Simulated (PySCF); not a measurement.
SMILES [SiH](Cl)(Cl)[Si](O)(O)O (H4Cl2O3Si2), PBE0/def2-SVP optimised geometry. Atoms within 1.6 Å of the plane z = 1.2 Å (x, y, z in Å): Si1 (-1.47, -0.17, 0.00), Cl2 (-2.13, 1.79, 0.00), Cl3 (-2.00, -1.04, 1.82), Si4 (0.87, -0.17, 0.00), O5 (1.33, 0.18, 1.55), H9 (0.79, -0.21, 2.25).

Calculation: PBE0/def2-TZVP run with PySCF 2.14.0. Cells within 0.4 Å of a nucleus heavier than hydrogen are left out (blank, or x).

Map of the electrostatic potential (hartree/e), clipped to [-0.08, 0.12] on the plane z = 1.2 Å:

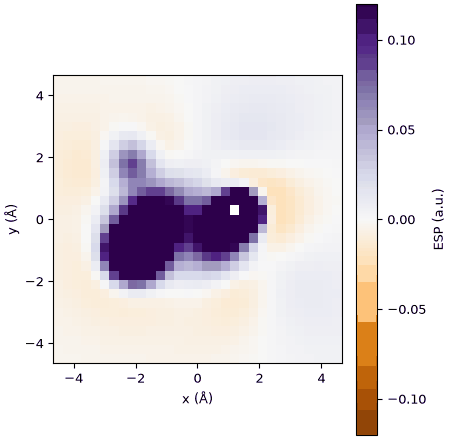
*Electrostatic potential (hartree/e), clipped to [-0.08, 0.12] on the plane z = 1.2 Å.*
